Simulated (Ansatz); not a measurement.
# Lattice dynamics of Al2Pd (Fm-3m), part 2 of 2

Task: relax Al2Pd (Fm-3m), then find its harmonic phonons.

Ansatz 0.2.0; DFT PBEsol, scalar-relativistic, plane waves, PAW; PAW set soft_1.

So far. Step 3 (Tight relaxation): The forces vanish by symmetry and the pressure is 0.001 GPa, within the tolerances set. The cell now holds 17.00 Å³/atom. The relaxed cell has a = 5.887 Å (conventional setting).

## (4) Zone-centre response

The zone centre comes first: it holds the modes that light can see, as far as symmetry allows. No field response is asked, since the mesh shows no gap.

The input, input.yaml:

```yaml
crystal:
  lattice:
    - [0.0, 2.9433668139, 2.9433668139]
    - [2.9433668139, 0.0, 2.9433668139]
    - [2.9433668139, 2.9433668139, 0.0]
  atoms:
    - { symbol: Al, position: [0.25, 0.25, 0.25] }
    - { symbol: Al, position: [0.75, 0.75, 0.75] }
    - { symbol: Pd, position: [0.0, 0.0, 0.0] }
kpoints:
  mp_grid: { grid: [12, 12, 12] }
hamiltonian:
  xc: pbesol
  pseudopotentials: { kind: paw, azcp: { folder: soft_1 }, xc_functional: pbe }
scf:
  occupations: { method: methfessel_paxton, width: 0.2 }
output:
  eigenvalues: true
phonons:
  method: dfpt
```

Launch:

```console
ansatz run input.yaml --threads 4 --pin off --max-ram 10240MiB --backend cpu --events-out ev --progress --plain --runs-dir out
```

Numbers of over 12 decimals in the logs are rounded to 6 here.

Log:

```text
zone centre: on kpoints.mp_grid the ground state, and the responses unless they are solved on pairs of k-points, stand on 163 of the mesh's 1728 k-points, reduced under 8 symmetry operations, with k and −k counted as one. Each operation leaves every solved displacement unchanged or reverses it
[...]
Crystal: 3 atoms, lattice volume = 50.999 Å³
Basis set: ecut = 420 eV, 965 PW (Γ), exchange–correlation on 60×60×60 points (8 copies of the dense FFT grid, shifted against one another)
Bands: 16, of which v1, the nominal top of the filled ones, is band 12 counted from 1 (11 counted from 0)
Symmetry: 48 space group operations
k-points: 163 of 1728 (irreducible under 8 space group operations, time reversal used)
[...]
SCF iter   1: F=—  HF=-7962.576178 eV  |F-HF|=—  |Δ(HF+E_count)|=         —  Δρ=2.06e-1  dr2=3.06e1  ethr=3.10e-3  ⟨swp⟩=5.1  Hψ=13112  notcnv=0
[...]
SCF iter  11: F=-7957.634857 eV  HF=-7957.634857 eV  |F-HF|=3.64e-12  |Δ(HF+E_count)|=  2.00e-11  S|Δr|=    0.00e0  Δρ=4.60e-8  dr2=7.71e-13  ethr=1.00e-12  ⟨swp⟩=5.7  Hψ=10572  notcnv=0
[...]
SCF 1 converged in 11 iterations: F = -7957.634857 eV  dr2 = 7.71e-13
[...]
DFPT response loops at Γ: preconditioner auto → Kerker (q_TF=auto, 2.406 Å⁻¹) (partly filled bands, converged f_vac=0.000); β = 1.00, the filter's whole step (`scf.mixing.beta` (0.50) is not read by the response loops under this deck's `scf.mixing.preconditioner`; to damp them name `kerker` or `kerker_dos`, under which they read `scf.mixing.beta`, and type it under 1.00, their step now; both keys bind the ground state too); Broyden in place of MSR1
SCF converged after 11 iterations
[...]
Free energy (F): -7957.634857 eV
[...]
Internal energy: -7957.631871 eV  (E = F + TS)
E sigma→0 (E₀):  -7957.634110 eV
Entropy (-TS):   -0.002986 eV (-0.995 meV/atom)
Fermi energy:    10.443479 eV
[...]
--- Band table (eV; the first three rows and the last of 163) ---
  k-point 0: bands = [... 8 lower, 6.6872, 6.6872, 13.6798, 14.4357, 14.4357, 14.4357, 15.0071, 15.0071]
  k-point 1: bands = [... 8 lower, 6.6783, 6.6783, 12.8662, 13.9193, 13.9611, 13.9611, 15.5489, 15.5489]
  k-point 2: bands = [... 8 lower, 6.6635, 6.6635, 11.2117, 13.3262, 13.3262, 14.1176, 15.8827, 15.8827]
  k-point 162: bands = [... 8 lower, 6.5894, 7.3145, 7.5598, 7.5598, 9.2426, 15.2906, 15.2906, 16.4393]
--- Phonons (Γ-DFPT): 2 representative perturbations + reference, on 163 of 1728 k-points (Σ response iterations 6) ---
  k mesh reduced under 8 symmetry operations, with k and −k counted as one. Each operation leaves every solved displacement unchanged or reverses it
  ASR residual: 6.839e-5 → 0.000e0 eV/Å²; symmetrization residual: 2.423e-6 eV/Å²
  ASR residual per site (eV/Å²): 3.59e-6 3.59e-6 6.84e-5
  Γ frequencies (cm⁻¹): 0.00 0.00 0.00 242.41 242.41 242.41 278.69 278.69 278.69
  non-analytic LO–TO correction: not included (Born effective charges unavailable; polar crystals: no LO–TO splitting at Γ)
```

The job ended after 10 s (4 threads of Arm Neoverse V2, shared host; peak memory 0.66 GiB; 37 s of CPU time).

Numbers from this step:

* sum-rule residual before enforcement: 6.84e-5 eV/Å²
* point group: m-3m
* highest optical mode at the zone centre (no LO-TO term): 278.7 cm⁻¹
* lowest optical zone-centre mode: 242.4 cm⁻¹

Patterns of degenerate modes are one choice out of their space. Modes at Γ, with each element's share of the kinetic energy:

```
mode  frequency (cm⁻¹)  symmetry  Al %  Pd %
   1               0.0  acoustic    34    66
   2               0.0  acoustic    34    66
   3               0.0  acoustic    34    66
   4             242.4       T1u    66    34
   5             242.4       T1u    66    34
   6             242.4       T1u    66    34
   7             278.7       T2g   100     0
   8             278.7       T2g   100     0
   9             278.7       T2g   100     0
```

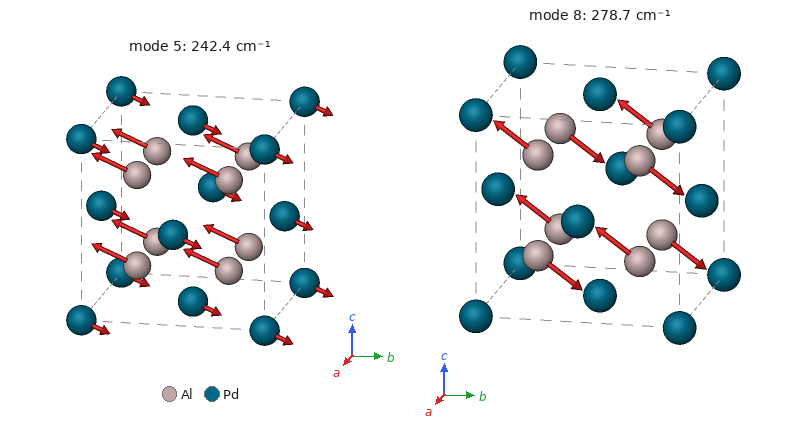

Displacement patterns of modes 5 and 8 at Γ; arrows are exaggerated. Some periodic images of atoms are drawn too.

Before it was imposed, the acoustic sum rule was missed by 6.8e-5 eV/Å². Small misses are needed for a sound result but don't prove that mesh and cutoff are converged. The lowest optical mode is real, 242 cm⁻¹.

## (5) Phonons on a q mesh

Stability and thermal properties need the whole zone. Linear response on a 4×4×4 q mesh gives force constants as far as a supercell of that size would.

input.yaml: that of step 4 with these lines changed.

```diff
@@ -20 +20,8 @@
   method: dfpt
+  qmesh: [4, 4, 4]
+  temperatures: { t_max: 1000, t_step: 50 }
+  qpath:
+    path:
+      - [[0.0, 0.0, 0.0], [0.5, 0.0, 0.5], [0.625, 0.25, 0.625]]
+      - [[0.375, 0.375, 0.75], [0.0, 0.0, 0.0], [0.5, 0.5, 0.5], [0.5, 0.25, 0.75], [0.5, 0.0, 0.5]]
+    npoints: 10
```

Log:

```text
Warning: phonons: the dynamical matrix that this run interpolates holds no multipole term above the dipole-dipole one, and a site of this crystal is no centre of inversion, so its interpolated transverse optical and acoustic branches and sound speeds can stay off near Gamma, and the density of states and the thermodynamics with them. What a run solves at a wave vector of phonons.qpoints, Gamma apart, where the deck admits one, is free of this, and under fd what a larger phonons.supercell samples
[...]
Crystal: 3 atoms, lattice volume = 50.999 Å³
Basis set: ecut = 420 eV, 965 PW (Γ), exchange–correlation on 60×60×60 points (8 copies of the dense FFT grid, shifted against one another)
Bands: 16, of which v1, the nominal top of the filled ones, is band 12 counted from 1 (11 counted from 0)
Symmetry: 48 space group operations
k-points: 72 of 1728
[...]
SCF iter   1: F=—  HF=-7962.576103 eV  |F-HF|=—  |Δ(HF+E_count)|=         —  Δρ=2.06e-1  dr2=3.06e1  ethr=3.10e-3  ⟨swp⟩=5.1  Hψ=5792  notcnv=0
[...]
SCF iter  11: F=-7957.634857 eV  HF=-7957.634857 eV  |F-HF|=3.64e-12  |Δ(HF+E_count)|=  1.73e-11  S|Δr|=    0.00e0  Δρ=4.59e-8  dr2=7.70e-13  ethr=1.00e-12  ⟨swp⟩=6.0  Hψ=4742  notcnv=0
[...]
SCF 1 converged in 11 iterations: F = -7957.634857 eV  dr2 = 7.70e-13
[...]
SCF iter   3: F=-7957.634857 eV  HF=-7957.634857 eV  |F-HF|=0.00e0  |Δ(HF+E_count)|=  2.73e-12  S|Δr|=    0.00e0  Δρ=2.64e-8  dr2=2.53e-13  ethr=1.00e-12  ⟨swp⟩=1.0  Hψ=2605  notcnv=0
SCF 2 converged in 3 iterations: F = -7957.634857 eV  dr2 = 2.53e-13
phonons: the bands overlap, so this run is a metal and interpolates without the dipole-dipole term. If the crystal is really an insulator or semiconductor, its LO-TO splitting is missing
NSCF: frozen V_eff on 72 k-points
WARN: eigensolver did not converge in 9 slots of this pass, the one above among them; of largest residual over every band (k=66): 1 band(s) unlocked (lowest unlocked band 15, counted from 0; max residual 3.53e-2 eV among the unlocked bands, 3.53e-2 eV over every band); of lowest unlocked band (k=7): band 15
[...]
DFPT response loops at q = (0, 0, 0) (fractional): preconditioner auto → Kerker (q_TF=auto, 2.406 Å⁻¹) (partly filled bands, converged f_vac=0.000); β = 1.00, the filter's whole step (`scf.mixing.beta` (0.50) is not read by the response loops under this deck's `scf.mixing.preconditioner`; to damp them name `kerker` or `kerker_dos`, under which they read `scf.mixing.beta`, and type it under 1.00, their step now; both keys bind the ground state too); Broyden in place of MSR1
[...]
SCF converged after 11 iterations
[...]
Free energy (F): -7957.634857 eV
[...]
Internal energy: -7957.631871 eV  (E = F + TS)
E sigma→0 (E₀):  -7957.634110 eV
Entropy (-TS):   -0.002986 eV (-0.995 meV/atom)
Fermi energy:    10.443479 eV
[...]
--- Band table (eV; the first three rows and the last of 72) ---
  k-point 0: bands = [... 8 lower, 6.6872, 6.6872, 13.6798, 14.4357, 14.4357, 14.4357, 15.0071, 15.0071]
  k-point 1: bands = [... 8 lower, 6.6783, 6.6783, 12.8662, 13.9193, 13.9611, 13.9611, 15.5489, 15.5489]
  k-point 2: bands = [... 8 lower, 6.6635, 6.6635, 11.2117, 13.3262, 13.3262, 14.1176, 15.8827, 15.8827]
  k-point 71: bands = [... 8 lower, 6.5894, 7.3145, 7.5598, 7.5598, 9.2426, 15.2906, 15.2906, 16.4393]
--- Phonons (Γ-DFPT): 2 representative perturbations + reference (Σ response iterations 6) ---
  ASR residual: 6.685e-5 → 0.000e0 eV/Å²; symmetrization residual: 2.800e-6 eV/Å²
  ASR residual per site (eV/Å²): 3.74e-6 3.74e-6 6.68e-5
  Γ frequencies (cm⁻¹): 0.00 0.00 0.00 242.41 242.41 242.41 278.69 278.69 278.69
--- Phonons (arbitrary-q DFPT): 8 irreducible q on the 4×4×4 mesh ---
  q = [0.0000, 0.0000, 0.0000] (star 1, of the zone-centre solve; hermiticity 7.24e-7, symmetrization 1.73e-12): -0.00 -0.00 0.00 242.41 242.41 242.41 278.69 278.69 278.69
  q = [0.0000, 0.0000, 0.2500] (star 8, 2 solved perturbations on 936 of 1728 k-point pairs; hermiticity 1.22e-6, symmetrization 1.32e-12): 57.21 57.21 117.48 237.03 246.57 246.57 273.00 273.00 274.71
[...]
q = [0.0000, 0.2500, 0.2500] (star 6, 4 solved perturbations in 1608 linear systems a pass and spin channel, the states on 510 of 1728 k-point pairs; hermiticity 1.44e-6, symmetrization 3.35e-13): 76.01 76.01 124.47 230.16 230.24 230.24 263.53 292.51 292.51
[...]
sum rule: each row above includes the acoustic sum rule's correction from the zone centre's row sums; it moved no ω² by more than (0.41 cm⁻¹)²
  mesh force constants: q→R imaginary residual 3.30e-18; ASR residual 6.685e-5 → 0.000e0 eV/Å²; symmetrization residual 5.329e-15 eV/Å²
  interpolated dispersion: 62 rows × 9 modes
  density of states and harmonic sums: on the 20×20×20 q-mesh, interpolated from the force constants of a 4×4×4 supercell (no non-analytic term)
  largest difference from the sums on the solved wave vectors: F 1.39e-2 eV, S 1.79e-5 and C_V 4.01e-6 eV/K
  zero-point energy: 0.115536 eV/cell   skipped modes (ω ≤ 0): 3   left out of the sums: 4.17e-5 of the cell's modes: C_V's classical limit lies that fraction below 3 k_B per atom; for a crystal, a wire or a layer, F and S can be off by more, and a phonons.interpolated_qmesh denser along its periods is the remedy for the sampling
```

It took 5.1 min on 4 threads; peak memory 3 GiB.

This step gave:

| Quantity | Value |
| --- | --- |
| sum-rule residual before enforcement | 6.68e-5 eV/Å² |
| lowest frequency on the path | 0 cm⁻¹ |
| highest frequency on the path or at a solved wavevector | 314.4 cm⁻¹ |
| mean frequency | 207.1 cm⁻¹ |
| Debye temperature (second moment) | 411 K |
| logarithmic mean frequency | 187.6 cm⁻¹ |
| lowest mode on the q mesh (acoustic modes at Γ apart) | 57.21 cm⁻¹ |
| zero-point energy per atom | 38.51 meV |
| heat capacity at 300 K | 22.77 J/(mol atoms K) |
| vibrational entropy at 300 K | 28.71 J/(mol atoms K) |
| edges of the widest gap between branches, on path and mesh | 166.2, 197.4 cm⁻¹ |

Frequencies (cm⁻¹) solved at each irreducible wavevector; negative means imaginary. Frequencies by wavevector, by row:

| q in reciprocal lattice units | star | mode 1 | mode 2 | mode 3 | mode 4 | mode 5 | mode 6 | mode 7 | mode 8 | mode 9 |
| --- | --- | --- | --- | --- | --- | --- | --- | --- | --- | --- |
| 0 0 0 | 1 | 0 | 0 | 0 | 242.4 | 242.4 | 242.4 | 278.7 | 278.7 | 278.7 |
| 0 0 0.25 | 8 | 57.2 | 57.2 | 117.5 | 237 | 246.6 | 246.6 | 273 | 273 | 274.7 |
| 0 0 -0.5 | 4 | 84.3 | 84.3 | 157.8 | 254.2 | 254.2 | 254.5 | 256.6 | 265.7 | 265.7 |
| 0 0.25 0.25 | 6 | 76 | 76 | 124.5 | 230.2 | 230.2 | 230.2 | 263.5 | 292.5 | 292.5 |
| 0 0.25 -0.5 | 24 | 95.9 | 102 | 147.1 | 211.9 | 229.4 | 235.2 | 285.4 | 286.5 | 294.5 |
| 0 0.25 -0.25 | 12 | 77.6 | 98.3 | 139.6 | 215.1 | 249 | 255.5 | 265.1 | 266.8 | 302.9 |
| 0 -0.5 -0.5 | 3 | 123.5 | 123.5 | 166.2 | 197.9 | 215.8 | 215.8 | 296.3 | 298.4 | 298.4 |
| 0.25 -0.5 -0.25 | 6 | 90.8 | 133.1 | 133.1 | 198.1 | 213.5 | 262.2 | 262.2 | 299.4 | 314.4 |

Interpolated from a 4×4×4 q mesh. Phonon branches along the path, in cm⁻¹:

```csv
point,branch 1,branch 2,branch 3,branch 4,branch 5,branch 6,branch 7,branch 8,branch 9
Γ,0,0,0,242,242,242,279,279,279
X,124,124,166,198,216,216,296,298,298
U,111,115,140,200,226,234,288,289,308
jump to K,111,115,140,200,226,234,288,289,308
Γ,0,0,0,242,242,242,279,279,279
L,84,84,158,254,254,254,257,266,266
W,91,133,133,198,214,262,262,299,314
X,124,124,166,198,216,216,296,298,298
```

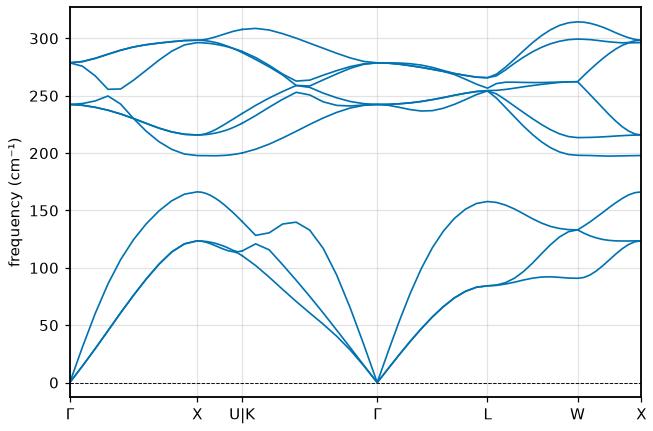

Phonon branches along the path.

The phonon density of states has structure finer than the step of the table below, so its rows give means over 20 cm⁻¹, whole bins alone (the curve runs from 2.5 to 318 cm⁻¹). Peaks (cm⁻¹: height): 92.5: 0.0531, 142.5: 0.0486, 237.5: 0.0653, 292.5: 0.0803.

Tetrahedra on a 20×20×20 mesh, mean over bins of 5 cm-1. Interpolated from a 4×4×4 q mesh. Table of phonon density of states by wavenumber; means over each step:

| wavenumber (cm⁻¹) | phonon density of states (1/cm⁻¹/cell) |
| --- | --- |
| 20 | 9.9e-4 |
| 40 | 0.00430 |
| 60 | 0.0120 |
| 80 | 0.0317 |
| 100 | 0.0364 |
| 120 | 0.0220 |
| 140 | 0.0337 |
| 160 | 0.00879 |
| 180 | 4.4e-6 |
| 200 | 0.0176 |
| 220 | 0.0472 |
| 240 | 0.0629 |
| 260 | 0.0534 |
| 280 | 0.0653 |
| 300 | 0.0503 |

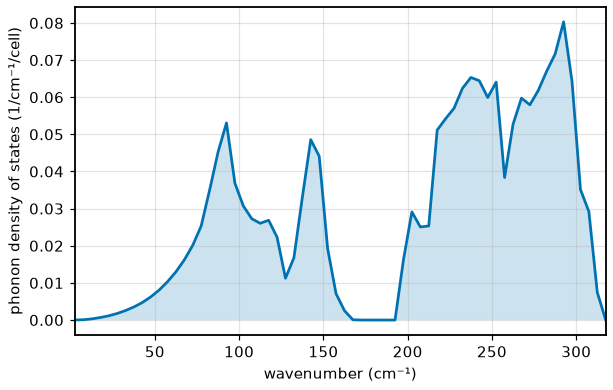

Phonon density of states against wavenumber.

The partial phonon density of states has structure finer than the step of the table below, so its rows give means over 20 cm⁻¹, whole bins alone (the curve runs from -10 to 333 cm⁻¹). Peaks (cm⁻¹: height): Al 91.4: 0.00997, 238.2: 0.0584, 294.3: 0.0718; Pd 91.4: 0.0415, 143.2: 0.0432, 240.4: 0.00854.

Phonopy on the run's constants, 17x17x17 mesh, Gaussian sigma 2.5 cm-1. Interpolated from a 4×4×4 q mesh. Partial phonon density of states against wavenumber; means over each step; values in 1/cm⁻¹/cell:

```
wavenumber (cm⁻¹)       Al       Pd
                0   1.3e-5   2.7e-5
               20   3.5e-4   7.1e-4
               40  0.00131  0.00293
               60  0.00327  0.00870
               80  0.00708   0.0247
              100  0.00679   0.0293
              120  0.00331   0.0188
              140  0.00317   0.0311
              160   5.9e-4  0.00788
              180   3.5e-6   6.3e-6
              200   0.0177   6.4e-5
              220   0.0448  0.00238
              240   0.0550  0.00742
              260   0.0479  0.00617
              280   0.0582  0.00608
              300   0.0476  0.00373
              320  0.00290   2.8e-5
```

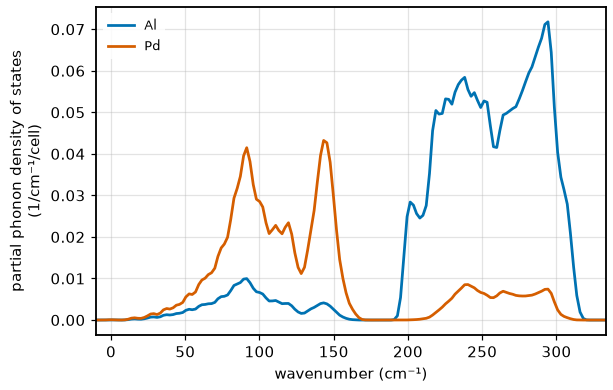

Partial phonon density of states, plotted against wavenumber.

Harmonic thermodynamic functions per atom, from the density of states. Interpolated from a 4×4×4 q mesh. Thermodynamic functions, by row:

```csv
T (K),F_vib (meV/atom),S (J/mol-atom/K),C_V (J/mol-atom/K)
0,38.51,0,0
50,38.17,2.248,4.807
100,35.56,8.116,12.8
200,20.8,19.89,20.46
300,-4.62,28.71,22.77
400,-37.98,35.4,23.68
500,-77.53,40.74,24.12
600,-122.1,45.16,24.37
700,-170.9,48.93,24.52
800,-223.4,52.21,24.62
900,-279,55.11,24.68
1000,-337.5,57.72,24.73
```

Harmonic mean-square displacement, third of the trace. Interpolated from a 4×4×4 q mesh. Mean square displacements, by row:

```
T (K)  Al1 U_eq (Å²)  Al2 U_eq (Å²)  Pd3 U_eq (Å²)
    0         0.0029         0.0029        0.00145
  100        0.00386        0.00386        0.00271
  300         0.0083         0.0083         0.0072
  600        0.01587        0.01587        0.01422
```

Symmetry leaves 8 wavevectors to solve. The lowest mode among them, the acoustic zeros apart, lies at q = (0, 0, 0.25) and is real, 57.2 cm⁻¹.

## (6) Another isotope

An isotope changes the mass and not the force constants, so no new electronic calculation is needed; the shifts show which modes move this element.

The same force constants with the mass of Pd changed from 106.420 to 109.905 u (phonopy, no LO-TO term). Both lists are sorted by frequency; levels can cross, so a row need not hold one and the same mode. Modes under 3 cm⁻¹ are left out. Isotope shifts, by row:

```csv
q,rank,natural mass (cm⁻¹),changed mass (cm⁻¹)
0 0 0,4,242.4,241.1
0 0 0,5,242.4,241.1
0 0 0,6,242.4,241.1
0 0 0,7,278.7,278.7
0 0 0,8,278.7,278.7
0 0 0,9,278.7,278.7
0 0 0.25,1,57.21,56.55
0 0 0.25,2,57.21,56.55
0 0 0.25,3,117.5,115.9
0 0 0.25,4,237,236.8
0 0 0.25,5,246.6,245.7
0 0 0.25,6,246.6,245.7
0 0 0.25,7,273,272.8
0 0 0.25,8,273,272.8
0 0 0.25,9,274.7,274.3
0 0 -0.5,1,84.32,83.24
0 0 -0.5,2,84.32,83.24
0 0 -0.5,3,157.8,155.4
0 0 -0.5,4,254.2,254.2
0 0 -0.5,5,254.2,254.2
0 0 -0.5,6,254.5,254.5
0 0 -0.5,7,256.6,256.2
0 0 -0.5,8,265.7,264.8
0 0 -0.5,9,265.7,264.8
0 0.25 0.25,1,76.01,75.12
0 0.25 0.25,2,76.01,75.12
0 0.25 0.25,3,124.5,122.7
0 0.25 0.25,4,230.2,229.5
0 0.25 0.25,5,230.2,229.5
0 0.25 0.25,6,230.2,230.2
0 0.25 0.25,7,263.5,263.1
0 0.25 0.25,8,292.5,292.2
0 0.25 0.25,9,292.5,292.2
```

A mode of this element alone would shift by -1.60 %. The highest zone-centre frequency without the field goes from 278.7 to 278.7 cm⁻¹ (+0.0 %). The product of the frequency ratios over all optical modes at Γ is 0.984; the product rule, (m/m′)^(3k/2) (M′/M)^(3/2) with k = 1 such atoms and M the mass of the cell, gives 0.984.

## (7) What came out

- space group after relaxation (within 0.01 Å): Fm-3m
- volume per atom: 17.0 Å³
- electronic character: no gap on this mesh
- highest optical mode at the zone centre (no LO-TO term): 279 cm⁻¹
- lowest optical zone-centre mode: 242 cm⁻¹
- lowest mode on the q mesh (acoustic modes at Γ apart): 57.2 cm⁻¹
- highest frequency on the path or at a solved wavevector: 314 cm⁻¹
- zero-point energy per atom: 38.5 meV
- heat capacity at 300 K: 22.8 J/(mol atoms K)
- vibrational entropy at 300 K: 28.7 J/(mol atoms K)
- Debye temperature (second moment): 411 K
- imaginary modes on the 4×4×4 q mesh: none

The structure is a minimum as far as tested: no mode is imaginary at the 8 irreducible wavevectors of the 4×4×4 mesh, and the softest away from the acoustic zeros lies at 57 cm⁻¹. The optical modes at Γ span 242 to 279 cm⁻¹. The highest mode in this list at Γ, 278.7 cm⁻¹, is mostly motion of Al (100 % of the kinetic energy). On the path and the mesh, the widest gap between branches runs from 166 to 197 cm⁻¹. With no gap, or one that is small against the smearing, the frequencies hang on the k mesh and the smearing, most of all near Kohn anomalies. The PAW files were made for PBE and serve the other functionals too. A phonon run warned that its eigensolver left some bands unconverged in a pass. These are harmonic frequencies at zero temperature: anharmonic shifts, linewidths and thermal expansion are left out.

[Logs are printed without paths, hosts, clocks, repeated set-up lines and the standing remarks that a program may print on its own settings, such as how far it seeks lower states.]

[Hosts, paths, dates, database ids (printed as entryN), source tags and the programs' standing remarks are cut or masked in the printed files.]
